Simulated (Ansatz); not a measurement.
**BFHSi radical (SMILES [B]=[SiH]F): functionals against CCSD(T) at one geometry**

How do the functionals fare away from a minimum? The structure is a structure displaced at random from a GFN2-xTB minimum.

Program: Ansatz 0.2.0, Gaussian basis. Level of theory: single points in def2-TZVPP. These are calculated values, not measurements.

Correlated methods freeze the cores. Orbitals are unrestricted.

## 1. Where the work starts

SMILES `[B]=[SiH]F`, 4 atoms, charge 0, spin multiplicity 2.

Atoms are counted from 1 here; the program's logs count them from 0.

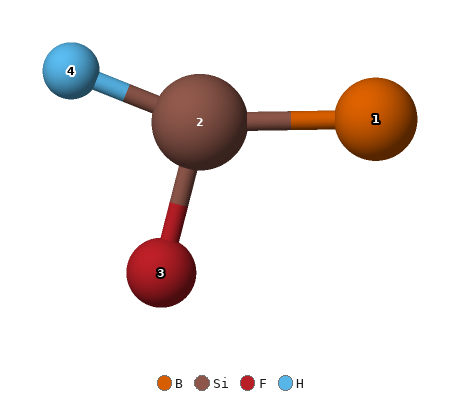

As it starts; boron orange, silicon brown, fluorine red, hydrogen blue; atoms are numbered from 1 in the order of the file.

As a file:

```xyz
4
BFHSi
B    -1.7939    0.2348   -0.3605
Si    0.0131    0.2591    0.0446
F     0.5210   -1.2918   -0.1367
H     1.2933    0.8290    0.4517
```

## 2. CCSD(T)/def2-TZVPP

File run/in.yaml:

```yaml
crystal:
  periodic: [false, false, false]
  atoms:
    - {symbol: B, position_ang: [-1.793900, 0.234800, -0.360500]}
    - {symbol: Si, position_ang: [0.013100, 0.259100, 0.044600]}
    - {symbol: F, position_ang: [0.521000, -1.291800, -0.136700]}
    - {symbol: H, position_ang: [1.293300, 0.829000, 0.451700]}
basis:
  gaussian: {orbitals: def2-TZVPP}
magnetization: {spin_polarized: true, initial_magnetization: 1}
correlation: {method: ccsd_t}
scf: {omitted_lower_state_checks: [cluster_reference]}
output: {forces: true}
```

No record of the launch command was kept for these runs.

The program printed (excerpt; [...] marks lines left out):

```text
Functional definition: HF
  name "HF"
  cite "Fock, Z. Phys. 61, 126 (1930) doi:10.1007/BF01340294"
  parent pbe
[...]
723 factors; integrals over basis functions are off by at most 8.4e-4 eV
[...]
mean field -11253.93171831 eV, -413.5743624591 hartree, gradient 7.5e-6 eV, S^2 1.526309; 16 other end points of the search recorded, 0 dependent functions left out
7 core orbitals not correlated: weight in the atoms' cores, before any rotation towards them, 1.000 or more for the frozen orbitals, at most 0.000 for the correlated occupied ones
reference -11253.93171831 eV, -413.5743624591 hartree; 8, 7 occupied and 103, 104 virtual orbitals, 723 factors
second order -10.89492892 eV of doubles, -0.00000000 eV of singles
cycle   1  -11.22246820 eV  change   -3.3e-1 eV  update   9.7e-2
[...]
cycle  39  -11.79003271 eV  change   -2.8e-7 eV  update   2.6e-7
perturbative correction -0.43572308 eV, -0.0160125278 hartree
[...]
Total energy: -11266.15747410 eV, -414.0236506974 hartree
Atom 0 at    -1.793900     0.234800    -0.360500 Å, force    -3.268497     0.168780    -0.680234 eV/Å
Atom 1 at     0.013100     0.259100     0.044600 Å, force     3.548605    -1.714715     0.429163 eV/Å
Atom 2 at     0.521000    -1.291800    -0.136700 Å, force    -0.521422     0.839693     0.043716 eV/Å
Atom 3 at     1.293300     0.829000     0.451700 Å, force     0.241314     0.706242     0.207355 eV/Å
Dipole moment:     0.410624     0.407265     0.166337 e Å
Checks for a lower state left out: cluster_reference
```

Wall time 75 s (4 threads, shared host); peak memory 1.7 GiB.

## 3. PBE0-D4/def2-TZVPP

Changes to run/in.yaml since step 2:

```diff
@@ -10,4 +10,3 @@
 magnetization: {spin_polarized: true, initial_magnetization: 1}
-correlation: {method: ccsd_t}
-scf: {omitted_lower_state_checks: [cluster_reference]}
-output: {forces: true}
+hamiltonian: {xc: pbe0, dispersion: d4}
+output: {forces: true, orbitals: {seedname: orbitals}}
```

The log in run was not kept; the run's report gives a total energy of -11277.531920 eV.

It took 6.5 s on 4 threads, shared host; peak memory 0.27 GiB.

## 4. wB97M-V/def2-TZVPP

Changes to run/in.yaml since step 3:

```diff
@@ -10,3 +10,3 @@
 magnetization: {spin_polarized: true, initial_magnetization: 1}
-hamiltonian: {xc: pbe0, dispersion: d4}
-output: {forces: true, orbitals: {seedname: orbitals}}
+hamiltonian: {xc: {name: wB97M-V}}
+output: {forces: true}
```

The log in run was not kept; the run's report gives a total energy of -11282.734029 eV.

Run time: 14 s. Hardware: 4 threads, shared host; peak memory 0.39 GiB.

## 5. r2SCAN-D4/def2-TZVPP

Changes to run/in.yaml since step 4:

```diff
@@ -10,3 +10,3 @@
 magnetization: {spin_polarized: true, initial_magnetization: 1}
-hamiltonian: {xc: {name: wB97M-V}}
+hamiltonian: {xc: r2scan, dispersion: d4}
 output: {forces: true}
```

The log in run was not kept; the run's report gives a total energy of -11282.284896 eV.

Run time: 13 s. Hardware: 4 threads, shared host; peak memory 0.27 GiB.

## 6. PBE-D4/def2-TZVPP

Changes to run/in.yaml since step 5:

```diff
@@ -10,3 +10,3 @@
 magnetization: {spin_polarized: true, initial_magnetization: 1}
-hamiltonian: {xc: r2scan, dispersion: d4}
+hamiltonian: {xc: pbe, dispersion: d4}
 output: {forces: true}
```

The log in run was not kept; the run's report gives a total energy of -11276.762499 eV.

Run time: 7 s. Hardware: 4 threads, shared host; peak memory 0.22 GiB.

## 7. wB97X-V/def2-TZVPP

Changes to run/in.yaml since step 6:

```diff
@@ -10,3 +10,3 @@
 magnetization: {spin_polarized: true, initial_magnetization: 1}
-hamiltonian: {xc: pbe, dispersion: d4}
+hamiltonian: {xc: {name: wB97X-V}}
 output: {forces: true}
```

The program printed (excerpt; [...] marks lines left out):

```text
Functional definition: wB97X-V
  name "wB97X-V"
  cite "Mardirossian & Head-Gordon, Phys. Chem. Chem. Phys. 16, 9904 (2014) doi:10.1039/C3CP54374A"
  cite "Becke, J. Chem. Phys. 107, 8554 (1997) doi:10.1063/1.475007"
  cite "Vydrov & Van Voorhis, J. Chem. Phys. 133, 244103 (2010) doi:10.1063/1.3521275"
[...]
      + integral(e_c_pw_opposite_spin*poly(b97_u_opposite, cos0, cos1)) + vv10(b, c)
675 factors; their error is unknown
146 factors; integrals over basis functions are off by at most 1.9e-5 eV
[...]
mean field -11281.77844634 eV, -414.5977108389 hartree, gradient 4.9e-6 eV, S^2 1.205932; 14 other end points of the search recorded, 0 dependent functions left out
[...]
reference -11281.77844610 eV, -414.5977108302 hartree; 15, 14 occupied and 103, 104 virtual orbitals, 675 factors
Total energy: -11281.77844610 eV, -414.5977108302 hartree
Atom 0 at    -1.793900     0.234800    -0.360500 Å, force    -2.629038     0.303204    -0.520888 eV/Å
Atom 1 at     0.013100     0.259100     0.044600 Å, force     2.839980    -1.813177     0.275401 eV/Å
Atom 2 at     0.521000    -1.291800    -0.136700 Å, force    -0.398718     0.771599     0.054078 eV/Å
Atom 3 at     1.293300     0.829000     0.451700 Å, force     0.187776     0.738374     0.191410 eV/Å
Dipole moment:     0.439959     0.406716     0.173763 e Å
```

Wall time 17 s (4 threads, shared host); peak memory 0.37 GiB.

## 8. CAM-B3LYP-D4/def2-TZVPP

Changes to run/in.yaml since step 7:

```diff
@@ -10,3 +10,3 @@
 magnetization: {spin_polarized: true, initial_magnetization: 1}
-hamiltonian: {xc: {name: wB97X-V}}
+hamiltonian: {xc: {name: CAM-B3LYP}, dispersion: d4}
 output: {forces: true}
```

The log in run was not kept; the run's report gives a total energy of -11283.440438 eV.

Wall time 7 s (4 threads, shared host); peak memory 0.29 GiB.

## 9. Comparison

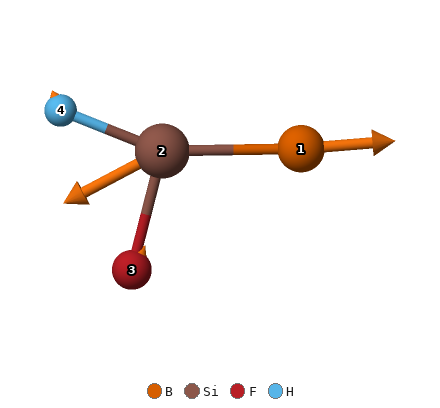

Forces at CCSD(T); the longest arrow is 3.96 eV/Å.

```csv
method,RMS force component (eV/Å),RMS error against CCSD(T) (eV/Å),angle to CCSD(T) forces (°),dipole (D)
CCSD(T),1.540,reference,reference,2.89
PBE0-D4,1.171,0.455,11.4,2.59
wB97M-V,1.489,0.078,2.3,3.16
r2SCAN-D4,1.057,0.595,15.6,2.48
PBE-D4,1.065,0.541,11.6,2.52
wB97X-V,1.294,0.290,6.2,3.00
CAM-B3LYP-D4,1.194,0.437,11.3,2.85
```

Energy less the free neutral atoms in their ground states at the same level (atoms from separate runs):

Differences are taken before rounding.

```csv
method,rung,energy less atoms (eV),from CCSD(T) (eV)
PBE-D4,GGA,-11.202,-1.047
r2SCAN-D4,meta-GGA,-11.177,-1.022
PBE0-D4,hybrid,-10.794,-0.640
CAM-B3LYP-D4,range-separated hybrid,-10.763,-0.609
wB97X-V,range-separated hybrid,-10.662,-0.508
wB97M-V,range-separated hybrid,-10.648,-0.494
Hartree-Fock,wavefunction,-7.608,+2.547
MP2,wavefunction,-10.412,-0.257
CCSD,wavefunction,-9.916,+0.239
CCSD(T),wavefunction,-10.155,0
```

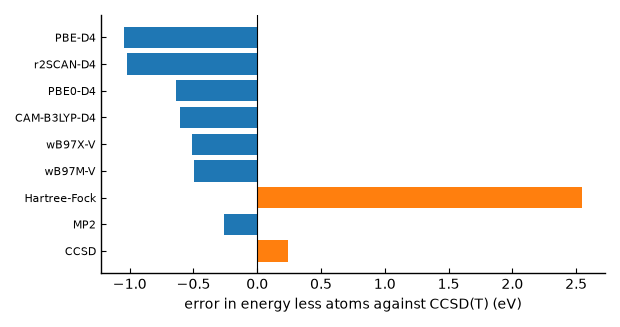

Error of each method against CCSD(T).

What each level took, beside its miss in the forces (shared host):

```csv
method,time,RMS force error (eV/Å)
CCSD(T),75 s,0
PBE0-D4,6.5 s,0.455
wB97M-V,14 s,0.078
r2SCAN-D4,13 s,0.595
PBE-D4,7 s,0.541
wB97X-V,17 s,0.290
CAM-B3LYP-D4,7 s,0.437
```

## 10. Outcome

| quantity | value |
| --- | --- |
| energy less free atoms, CCSD(T)/def2-TZVPP | -10.155 eV |
| RMS force component | 1.057 to 1.540 eV/Å over the methods |
| RMS force error | PBE0-D4 0.455, wB97M-V 0.078, r2SCAN-D4 0.595, PBE-D4 0.541, wB97X-V 0.290, CAM-B3LYP-D4 0.437 eV/Å |
| HOMO and LUMO, PBE0-D4 | -6.72 and -3.63 eV |
| T1 diagnostic | 0.053 |

In words: Against CCSD(T) the functionals' energies less atoms differ by -1.047 to -0.494 eV, PBE-D4 by -1.047 eV. A larger basis would deepen the CCSD(T) value, while the functionals are nearly converged already, so the order here is not reliable. For forces wB97M-V does best and r2SCAN-D4 worst. Frozen-core CCSD(T) forces in triple zeta carry basis errors of their own, and this is one geometry, so small gaps rank nothing. The T1 diagnostic is large here, over the usual mark for main-group molecules (transition-metal compounds often pass it harmlessly), so CCSD(T) itself may be off. The unrestricted reference is spin-contaminated, which hurts MP2 most.
